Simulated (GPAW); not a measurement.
**CO2 (P4_2/mnm): G0W0 on several meshes in GPAW**

How does the mesh move the gap of CO2 (P4_2/mnm)?

Method: LDA and many-body steps on it, plane waves, in GPAW 26.7.0.

### Step 1. The structure

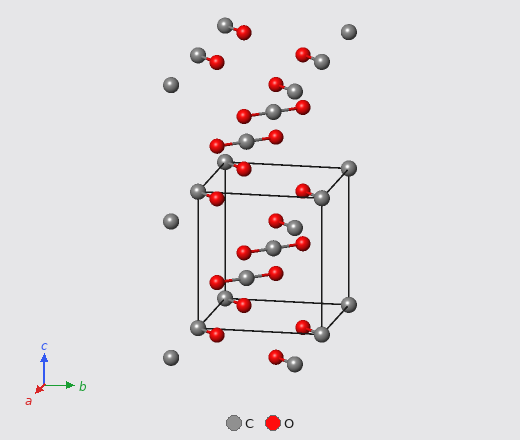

Start, viewed slightly off an axis; carbon grey, oxygen red. 2×1×2 cells are drawn. Bonds to atoms that aren't drawn are left out. Some periodic images of atoms are drawn too.

Structure file:

```cif
data_structure
_symmetry_space_group_name_H-M 'P4_2/mnm'
_symmetry_Int_Tables_number 136
_cell_length_a 4.2272
_cell_length_b 4.2272
_cell_length_c 4.6878
_cell_angle_alpha 90.000
_cell_angle_beta 90.000
_cell_angle_gamma 90.000
_cell_volume 83.77
loop_
_atom_site_label
_atom_site_type_symbol
_atom_site_symmetry_multiplicity
_atom_site_Wyckoff_symbol
_atom_site_fract_x
_atom_site_fract_y
_atom_site_fract_z
_atom_site_occupancy
C1 C 2 a 0.50000 0.50000 0.50000 1
O1 O 4 f 0.30483 0.69517 0.50000 1
```

The cell and positions are those that the Materials Project relaxed with its own functionals (PBE, PBE+U or r2SCAN), kept fixed.

### Step 2. Empty states on the mesh, 2×2×2 mesh, 291 bands

This step: GPAW 26.7.0; DFT, LDA, plane waves, PAW.

The sums over transitions need many empty states on a uniform mesh; this step solves for them.

Contents of run.py:

```python
import json
import numpy as np
from gpaw.mpi import world
from gpaw import GPAW

calc = GPAW('gs.gpw').fixed_density(kpts={'size': (2, 2, 2), 'gamma': True},
    parallel={'domain': 1, 'band': 1},
    txt='nscf.txt')
calc.diagonalize_full_hamiltonian(nbands=291)
calc.write('full.gpw', mode='all')
res = {}
kpts = calc.get_ibz_k_points()
res['kpts'] = kpts
res['eigenvalues'] = [calc.get_eigenvalues(kpt=k) for k in range(len(kpts))]
res['n_electrons'] = calc.get_number_of_electrons()

if world.rank == 0:
    with open('result.json', 'w') as f:
        json.dump(res, f, default=lambda x: x.tolist())
```

Started as:

```
$ mpirun -n 4 gpaw python run.py
```

Numbers of over 12 decimals in the logs are rounded to 6 here.

Output:

```text
Diagonalizing LCAO Hamiltonian
Converting LCAO to pw mode
convergence criteria:
- Maximum integral of absolute [eigenst]ate change: 4e-08 eV^2 / valence electron
maximum number of iterations: 100

SCF iterations
|iter     |     time |      energy | eigst |  dens |
|iter:   1|  |             | +0.97 |       |
|iter:   2|  |             | -0.66 |       |
|iter:   3|  |             | -1.75 |       |
[...]
|iter:   8|  |             | -6.05 |       |
|iter:   9|  |             | -6.93 |       |
|iter:  10|  |             | -7.70c|       |
SCF steps: 10
  __  _  _
 | _ |_)|_||  |
 |__||  | ||/\| - 26.7.0

Input parameters:
  mode=PW(ecut=600.0),
  convergence={'density': 1e-06, 'bands': -3},
  gpts=array([24, 24, 27]),
  kpts=MonkhorstPack(size=(2, 2, 2), gamma=True),
  maxiter=100,
  nbands=25,
  occupations=Occupations(name='fermi-dirac', width=0.001, fixmagmom=False),
  parallel={'domain': 1, 'band': 1},
  xc=XC(name='LDA')
Matrix size: 2815x2815
# Writing to full.gpw (mode='all')
  [... matrices ...]

timing:  # [seconds]
  Total: 39.440  # ━━━━━━━━━━━━━━━━━━━━━━━━━━━━━━━━━━━━━━━━━━━━━━━━━━━━━━━━━━
```

Wall time 44 s (4 MPI ranks of Arm Neoverse V2, shared host); peak memory 2.6 GiB.

Numbers from this step:

* gap: 6.295 eV
* k of the valence top: 0.5, 0.5, 0.5
* k of the conduction bottom: 0, 0, 0
* least direct gap: 6.787 eV
* k points computed: 6
* lowest point of the top converged band, above the valence top: 123.3537 eV

On this mesh the gap is 6.295 eV.

### Step 3. 2×2×2

Now the one-shot GW correction: screening in the RPA, then the self-energy of the levels asked for.

This step: G0W0 on LDA, plane waves, PAW.

Contents of run.py:

```python
import json
import numpy as np
from gpaw.mpi import world
from gpaw.response.g0w0 import G0W0

gw = G0W0('full.gpw',
    filename='gw',
    kpts=[0, 5],
    bands=(14, 18),
    ecut=39,
    nbands=46,
    integrate_gamma='WS',
    ppa=True)
gw.calculate()
res = {mode: {k: v for k, v in r.items() if k != 'sigma_eskwn'}
       for mode, r in gw.all_results.items()}

if world.rank == 0:
    with open('result.json', 'w') as f:
        json.dump(res, f, default=lambda x: x.tolist())
```

Started as:

```
$ mpirun -n 4 gpaw python run.py
```

Output:

```text
Using integrator: PointIntegrator
FrequencyGridDescriptor(from 0.000+0.000j to 0.000+27.211j eV, 2 points)
Nonperiodic BCs:  [False False False]
Using integrator: PointIntegrator
FrequencyGridDescriptor(from 0.000+0.000j to 0.000+27.211j eV, 2 points)
Nonperiodic BCs:  [False False False]
  ___  _ _ _
 |   || | | |
 | | || | | |
 |__ ||_____|
 |___|

BZ k-points: Symmetries present (total): 8

  [... matrices ...]
8 k-points: 2 x 2 x 2 Monkhorst-Pack grid + [1/4,1/4,1/4]
6 k-points in the irreducible part of the Brillouin zone
       k-points in crystal coordinates                weights
   0:     0.00000000    0.00000000    0.00000000          1/8
   1:     0.00000000    0.00000000    0.50000000          1/8
   2:     0.50000000    0.00000000    0.00000000          2/8
   3:     0.50000000    0.00000000    0.50000000          2/8
   4:     0.50000000    0.50000000    0.00000000          1/8
   5:     0.50000000    0.50000000    0.50000000          1/8

Distributing spins, k-points and bands (1 x 2 x 4) over 4 processes
Number of blocks: 1

Quasi particle states:
k-points (IBZ indices): [0, 5]
Band range: (14, 18)
  [... matrices ...]
Computational parameters:
Plane wave cut-off: 39 eV
Number of bands: 46
Coulomb cutoff: None
Broadening: 0.1 eV

fxc modes: GW
Kernel: RPA
Using Godby-Needs plasmon-pole approximation:
  Fitting energy: i*E0, E0 = 1.000 Hartree
Summing all q:

Calculating screened Coulomb potential
No Coulomb truncation
FrequencyGridDescriptor(from 0.000+0.000j to 0.000+27.211j eV, 2 points)
Removing empty qpoint cache files...

Calculating chi0 body with:
    Ground state adapter containing:
    Number of spins: 1
    Number of kpoints: 8
    Number of irreducible kpoints: 6
    Number of completely occupied states: 16
    Number of partially occupied states: 16
    Occupied states memory: 3.796875 M / cpu

    Linear response parametrization:
    q_c: [0.0, 0.0, 0.0]
    Number of frequency points: 2
    Planewave cutoff: 39.0
    Number of bands: 46
    Number of planewaves: 41
    Broadening (eta): 1e-06
    comm.size: 4
    kncomm.size: 4
    blockcomm.size: 1

    Memory estimate of potentially large arrays:
        chi0_wGG: 0.051300 M / cpu
Integrating chi0 body.

Symmetries of q_c:
    Direct symmetries (Uq -> q): 8
    Indirect symmetries (TUq -> q): 0
In total 8 allowed symmetries.

  [... matrices ...]
6 groups of equivalent kpoints. 25.0% reduction.

Integral kind: response function
Integrating chi0 head and wings.

Symmetries of q_c:
    Direct symmetries (Uq -> q): 8
    Indirect symmetries (TUq -> q): 0
In total 8 allowed symmetries.

  [... matrices ...]
6 groups of equivalent kpoints. 25.0% reduction.

Integral kind: response function wings

Calculating chi0 body with:
    Ground state adapter containing:
    Number of spins: 1
    Number of kpoints: 8
    Number of irreducible kpoints: 6
    Number of completely occupied states: 16
    Number of partially occupied states: 16
    Occupied states memory: 3.796875 M / cpu

    Linear response parametrization:
[... the further q-points ...]

Results:
f:      Occupation numbers
eps:     KS-eigenvalues [eV]
vxc:     KS vxc [eV]
exx:     Exact exchange [eV]
sigma:   Self-energies [eV]
dsigma:  Self-energy derivatives
Z:       Renormalization factors
qp:      QP-energies [eV]

k-point 0 (0): (0.000, 0.000, 0.000)                GW
band       f     eps     vxc     exx   sigma  dsigma       Z      qp
                                                                   GW
  14   1.000  -3.074 -20.457 -25.670   3.115  -0.191   0.839  -4.836
  15   1.000  -3.074 -20.456 -25.670   3.115  -0.191   0.840  -4.836
  16   0.000   3.713 -11.530  -6.367  -2.551  -0.124   0.890   6.037
  17   0.000   4.783 -17.402 -11.012  -1.786  -0.157   0.864   8.763

k-point 1 (5): (0.500, 0.500, 0.500)                GW
band       f     eps     vxc     exx   sigma  dsigma       Z      qp
                                                                   GW
  14   1.000  -2.581 -21.178 -26.269   3.110  -0.190   0.840  -4.246
  15   1.000  -2.581 -21.178 -26.269   3.109  -0.190   0.840  -4.246
  16   0.000   4.982 -16.541 -10.129  -1.995  -0.152   0.868   8.814
  17   0.000   4.982 -16.541 -10.129  -1.991  -0.152   0.868   8.818
```

The job ended after 5.3 s (4 MPI ranks; peak memory 0.96 GiB; 21 s of CPU time).

Numbers from this step:

| Quantity | Value |
| --- | --- |
| G0W0 gap on the points computed | 10.28 eV |
| least direct G0W0 gap on the computed points | 10.87 eV |
| Z at the valence top | 0.8403 |
| Z at the conduction bottom | 0.8896 |
| starting gap on the mesh | 6.295 eV |
| k of the valence top | 0.5, 0.5, 0.5 |
| k of the conduction bottom | 0, 0, 0 |

The gap on the mesh goes from 6.29 eV to 10.28 eV, a correction of +3.99 eV.

### Step 4. Empty states on the mesh, 4×4×4 mesh, 56 bands

This step: DFT, LDA, plane waves, PAW.

Contents of run.py:

```python
import json
import numpy as np
from gpaw.mpi import world
from gpaw import GPAW

calc = GPAW('gs.gpw').fixed_density(kpts={'size': (4, 4, 4), 'gamma': True},
    parallel={'domain': 1, 'band': 1},
    txt='nscf.txt')
calc.diagonalize_full_hamiltonian(nbands=56)
calc.write('full.gpw', mode='all')
res = {}
kpts = calc.get_ibz_k_points()
res['kpts'] = kpts
res['eigenvalues'] = [calc.get_eigenvalues(kpt=k) for k in range(len(kpts))]
res['n_electrons'] = calc.get_number_of_electrons()

if world.rank == 0:
    with open('result.json', 'w') as f:
        json.dump(res, f, default=lambda x: x.tolist())
```

Started as:

```
$ mpirun -n 4 gpaw python run.py
```

Output:

```text
Diagonalizing LCAO Hamiltonian
Converting LCAO to pw mode
convergence criteria:
- Maximum integral of absolute [eigenst]ate change: 4e-08 eV^2 / valence electron
maximum number of iterations: 100

SCF iterations
|iter     |     time |      energy | eigst |  dens |
|iter:   1|  |             | +0.97 |       |
|iter:   2|  |             | -0.68 |       |
|iter:   3|  |             | -1.68 |       |
[...]
|iter:   8|  |             | -5.87 |       |
|iter:   9|  |             | -6.66 |       |
|iter:  10|  |             | -7.48c|       |
SCF steps: 10
  __  _  _
 | _ |_)|_||  |
 |__||  | ||/\| - 26.7.0

Input parameters:
  mode=PW(ecut=600.0),
  convergence={'density': 1e-06, 'bands': -3},
  gpts=array([24, 24, 27]),
  kpts=MonkhorstPack(size=(4, 4, 4), gamma=True),
  maxiter=100,
  nbands=25,
  occupations=Occupations(name='fermi-dirac', width=0.001, fixmagmom=False),
  parallel={'domain': 1, 'band': 1},
  xc=XC(name='LDA')
Matrix size: 2815x2815
# Writing to full.gpw (mode='all')
  [... matrices ...]

timing:  # [seconds]
  Total: 112.997  # ━━━━━━━━━━━━━━━━━━━━━━━━━━━━━━━━━━━━━━━━━━━━━━━━━━━━━━━━━
```

The job ended after 2 min (4 MPI ranks; peak memory 3.5 GiB).

Numbers from this step:

```yaml
gap: 6.295 eV
k_of_the_valence_top: 0.5, 0.5, 0.5
k_of_the_conduction_bottom: 0, 0, 0
least_direct_gap: 6.787 eV
k_points_computed: 21
lowest_point_of_the_top_converged_band_above_the_valence_top: 33.85 eV
```

On this mesh the gap is 6.295 eV.

### Step 5. 4×4×4

This step: G0W0 on LDA, plane waves, PAW.

Contents of run.py:

```python
import json
import numpy as np
from gpaw.mpi import world
from gpaw.response.g0w0 import G0W0

gw = G0W0('full.gpw',
    filename='gw',
    kpts=[0, 20],
    bands=(14, 18),
    ecut=39,
    nbands=46,
    integrate_gamma='WS',
    ppa=True)
gw.calculate()
res = {mode: {k: v for k, v in r.items() if k != 'sigma_eskwn'}
       for mode, r in gw.all_results.items()}

if world.rank == 0:
    with open('result.json', 'w') as f:
        json.dump(res, f, default=lambda x: x.tolist())
```

Started as:

```
$ mpirun -n 4 gpaw python run.py
```

Output:

```text
Using integrator: PointIntegrator
FrequencyGridDescriptor(from 0.000+0.000j to 0.000+27.211j eV, 2 points)
Nonperiodic BCs:  [False False False]
Using integrator: PointIntegrator
FrequencyGridDescriptor(from 0.000+0.000j to 0.000+27.211j eV, 2 points)
Nonperiodic BCs:  [False False False]
  ___  _ _ _
 |   || | | |
 | | || | | |
 |__ ||_____|
 |___|

BZ k-points: Symmetries present (total): 8

  [... matrices ...]
64 k-points: 4 x 4 x 4 Monkhorst-Pack grid + [1/8,1/8,1/8]
21 k-points in the irreducible part of the Brillouin zone
       k-points in crystal coordinates                weights
   0:     0.00000000    0.00000000    0.00000000          1/64
   1:     0.00000000    0.00000000    0.25000000          2/64
   2:     0.00000000    0.00000000    0.50000000          1/64
[...]
9:     0.25000000    0.25000000    0.00000000          2/64
          ...
  20:     0.50000000    0.50000000    0.50000000          1/64

Distributing spins, k-points and bands (1 x 2 x 4) over 4 processes
Number of blocks: 1

Quasi particle states:
k-points (IBZ indices): [0, 20]
Band range: (14, 18)
  [... matrices ...]
Computational parameters:
Plane wave cut-off: 39 eV
Number of bands: 46
Coulomb cutoff: None
Broadening: 0.1 eV

fxc modes: GW
Kernel: RPA
Using Godby-Needs plasmon-pole approximation:
  Fitting energy: i*E0, E0 = 1.000 Hartree
Summing all q:

Calculating screened Coulomb potential
No Coulomb truncation
FrequencyGridDescriptor(from 0.000+0.000j to 0.000+27.211j eV, 2 points)
Removing empty qpoint cache files...

Calculating chi0 body with:
    Ground state adapter containing:
    Number of spins: 1
    Number of kpoints: 64
    Number of irreducible kpoints: 21
    Number of completely occupied states: 16
    Number of partially occupied states: 16
[...]
Number of frequency points: 2
    Planewave cutoff: 39.0
    Number of bands: 46
    Number of planewaves: 41
    Broadening (eta): 1e-06
    comm.size: 4
    kncomm.size: 4
    blockcomm.size: 1

    Memory estimate of potentially large arrays:
        chi0_wGG: 0.051300 M / cpu
Integrating chi0 body.

Symmetries of q_c:
    Direct symmetries (Uq -> q): 8
    Indirect symmetries (TUq -> q): 0
In total 8 allowed symmetries.

  [... matrices ...]
21 groups of equivalent kpoints. 67.1875% reduction.

Integral kind: response function
Integrating chi0 head and wings.

Symmetries of q_c:
    Direct symmetries (Uq -> q): 8
    Indirect symmetries (TUq -> q): 0
In total 8 allowed symmetries.

  [... matrices ...]
21 groups of equivalent kpoints. 67.1875% reduction.

Integral kind: response function wings

Calculating chi0 body with:
    Ground state adapter containing:
    Number of spins: 1
    Number of kpoints: 64
    Number of irreducible kpoints: 21
    Number of completely occupied states: 16
    Number of partially occupied states: 16
    Occupied states memory: 3.796875 M / cpu

    Linear response parametrization:
[... the further q-points ...]

Results:
f:      Occupation numbers
eps:     KS-eigenvalues [eV]
vxc:     KS vxc [eV]
exx:     Exact exchange [eV]
sigma:   Self-energies [eV]
dsigma:  Self-energy derivatives
Z:       Renormalization factors
qp:      QP-energies [eV]

k-point 0 (0): (0.000, 0.000, 0.000)                GW
band       f     eps     vxc     exx   sigma  dsigma       Z      qp
                                                                   GW
  14   1.000  -3.074 -20.457 -25.659   3.102  -0.190   0.840  -4.839
  15   1.000  -3.074 -20.456 -25.659   3.102  -0.190   0.840  -4.839
  16   0.000   3.713 -11.530  -6.382  -2.543  -0.123   0.890   6.033
[...]
k-point 1 (20): (0.500, 0.500, 0.500)                GW
band       f     eps     vxc     exx   sigma  dsigma       Z      qp
                                                                   GW
[...]
16   0.000   4.982 -16.541 -10.130  -1.987  -0.152   0.868   8.823
  17   0.000   4.982 -16.541 -10.130  -1.986  -0.152   0.868   8.823
```

The job ended after 32 s (4 MPI ranks; peak memory 1.3 GiB; 2.2 min of CPU time).

This step gave:

| Item | Value |
| --- | --- |
| G0W0 gap on the points computed | 10.27 eV |
| least direct G0W0 gap on the computed points | 10.87 eV |
| Z at the valence top | 0.8407 |
| Z at the conduction bottom | 0.8903 |
| starting gap on the mesh | 6.295 eV |
| k of the valence top | 0.5, 0.5, 0.5 |
| k of the conduction bottom | 0, 0, 0 |

Against G0W0 in GPAW (2×2×2 mesh, 46 bands, screening to 39 eV, Godby-Needs plasmon pole), the gap moves by −0.008 eV.

### Step 6. Side by side

Times are wall times on 4 MPI ranks of Arm Neoverse V2, shared host, good to a factor of about two.

```
  run   mesh  bands  screening cutoff (eV)  DFT gap (eV)  gap on the mesh (eV)  direct (eV)   time
2×2×2  2×2×2     46                     39         6.295                10.282       10.873  5.3 s
4×4×4  4×4×4     46                     39         6.295                10.274       10.872   32 s
```

### Step 7. Results

```json
{"2×2×2": "10.282 eV", "4×4×4": "10.274 eV", "known limits": "not at the basis limit; coarse k mesh"}
```

**Reading.** 4×4×4: −0.008 eV against 2×2×2. Bands and cutoff are finite, so the gap is not at the basis limit. The miss can reach some tenths of an eV and take either sign; the mesh is an error of its own. These stock PAW sets were not made for GW. In the G0W0 runs levels were corrected at 2 k points alone, so a gap called «on the mesh» is the least over those, and an edge elsewhere would be missed. The 2×2×2 mesh is coarse for this cell, which bears on the long-range parts of exchange and screening. Mesh or cutoff lie under what a gap needs, so these runs test behaviour and cost; their gaps are not to be quoted.

[Paths, hosts, dates, memory and timing lines, banners, echoed tables and standing remarks are left out of the program output.]

[Logs are printed without paths, hosts, clocks, repeated set-up lines and the standing remarks that a program may print on its own settings, such as how far it seeks lower states.]

[Runs of the session that timed out or met a known fault of the program may be left out.]

[Hosts, paths, dates, database ids (printed as entryN), source tags and the programs' standing remarks are cut or masked in the printed files.]
